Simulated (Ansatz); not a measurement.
**MgS, pressure series**

Consider MgS in the rock salt structure (space group Fm-3m, No. 225; a = 5.182 Å).

Cell and atoms are relaxed at each pressure.

Level of theory: PBEsol in Ansatz (plane waves to 420 eV, PAW, no SOC).

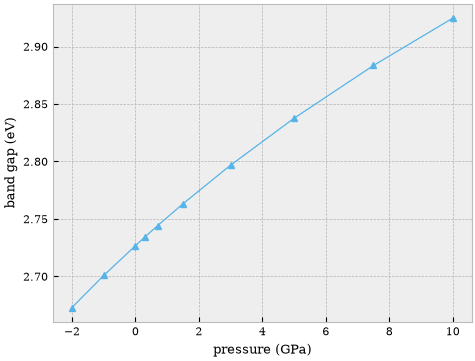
Figure. Band gap against pressure

```tsv
pressure (GPa)	band gap
-2	2.67 eV
-1	2.70 eV
0.3	2.73 eV
0.7	2.74 eV
1.5	2.76 eV
3	2.80 eV
5	2.84 eV
7.5	2.88 eV
10	2.92 eV
```

Load acts through the strain it causes; cell and atoms are relaxed under it. Stability against distortions was not tested. Competing high-pressure phases were not computed. The base started in P3_121 and relaxed to Fm-3m at this level.

Ansatz is a program for electronic structure.
